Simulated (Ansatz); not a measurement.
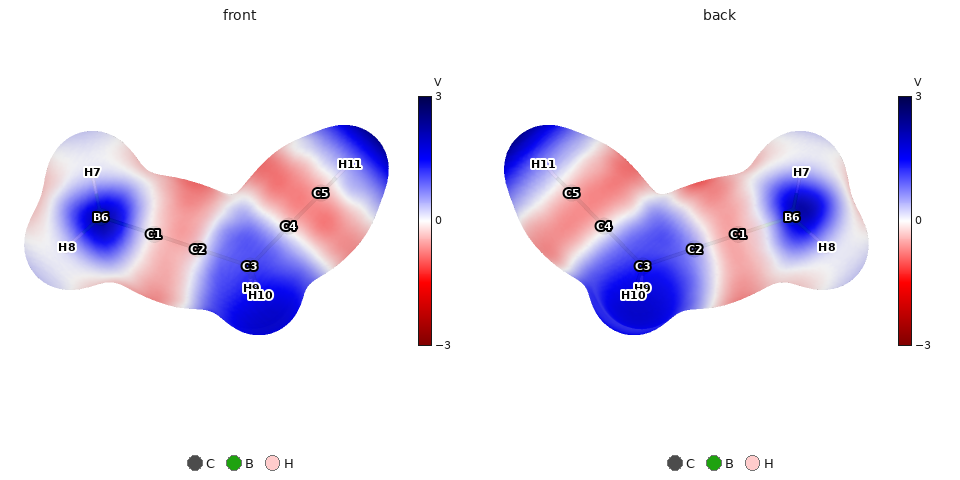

Figure 1: C₅H₅B (SMILES BC#CCC#C). The molecular electrostatic potential painted on the density surface at 0.004 e/bohr³, seen from the front and from behind; the colour scale runs from red (negative) to blue (positive).

Geometry: PBE-D3(BJ)/def2-SVP.

All numbers below come from Ansatz 0.2.0, isolated molecule in a Gaussian basis; Kohn-Sham density functional theory, functional PBE0.

```xyz
11

C    -0.5000    0.5270    0.7251
C    -0.0383   -0.5498    0.3300
C     0.5067   -1.8235   -0.1325
C     0.8960   -1.8652   -1.5466
C     1.2214   -1.9061   -2.7223
B    -1.0617    1.8326    1.2090
H    -1.1639    2.7753    0.4471
H    -1.4180    1.9558    2.3659
H    -0.2407   -2.6248    0.0763
H     1.3817   -2.0865    0.5075
H     1.5081   -1.9372   -3.7642
```

Which sites attract a positive test charge, and which a negative one?

Answer. A positive charge is drawn to the negative regions and a negative charge to the positive ones. The most negative region (about −0.8 V) lies over C1, C2, C4 and C5, the most positive (about +2.3 V) over B6 and H11.

What dipole moment does the calculation give?

Answer. Its dipole moment is 1.76 D.
